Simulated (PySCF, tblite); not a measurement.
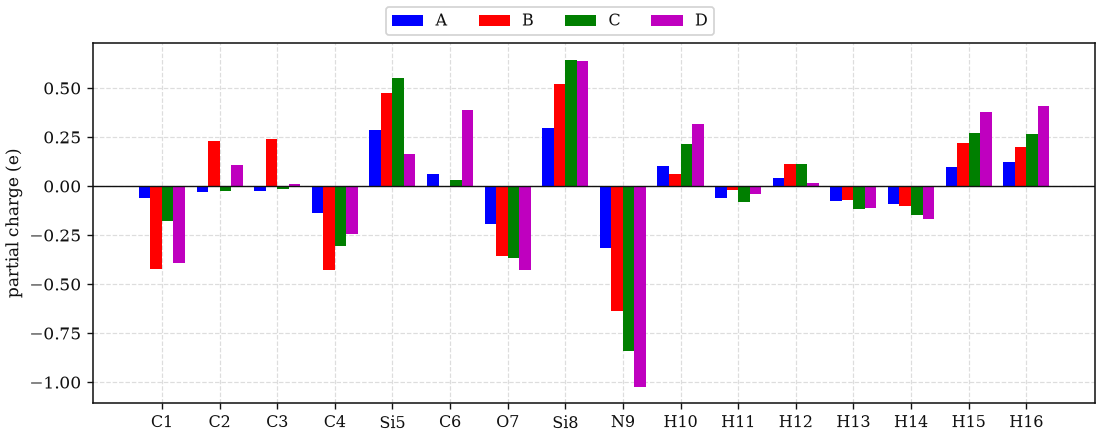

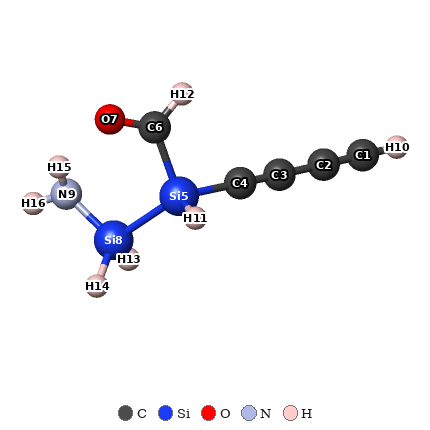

Atomic charges of C₅H₇NOSi₂, SMILES C#CC#C[Si@@H](C=O)[SiH2]N by 4 schemes, PBE0/pcSseg-1 with PySCF, at a GFN2-xTB geometry (a minimum by its frequencies).

The schemes are ESP fit, Hirshfeld, IAO and Mulliken. Which series is which?

A: Hirshfeld (N9 −0.32 e); B: Mulliken (N9 −0.64 e); C: IAO (N9 −0.84 e); D: ESP fit (N9 −1.02 e).

Known limits of this run: the tight-binding geometry is rougher than a DFT one and adds to the error; one conformer of a flexible molecule.
